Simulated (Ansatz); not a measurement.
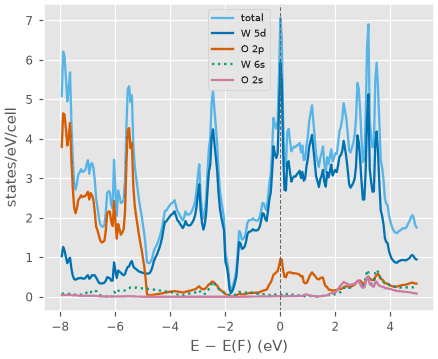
*Total and projected density of states of WO in space group Pm-3m (No. 221; W on 3c, O on 3d), DFT-PBE in the program Ansatz with PAW potentials*

### Question
Which orbitals carry the states next to the Fermi level?

### Answer
Within 0.5 eV of the Fermi level: W 5d 83 %, O 2p 14 %. Projections are on Löwdin-orthogonalised atomic valence shells; empty p or d shells of many metals are not among them.

The start of the workflow was typed in or built on a structure type; neither database checked (COD, Materials Project) lists it. Whether it is the stable phase at ambient conditions was not checked. Symmetry was held in the PBE relaxation; whether a distortion lowers the energy is not shown. The workflow began spin-polarised and lost its moments. No Hubbard U is applied. Spin–orbit coupling is left out wherever it is not named.

Potentials: the earlier of the program's two PAW sets.
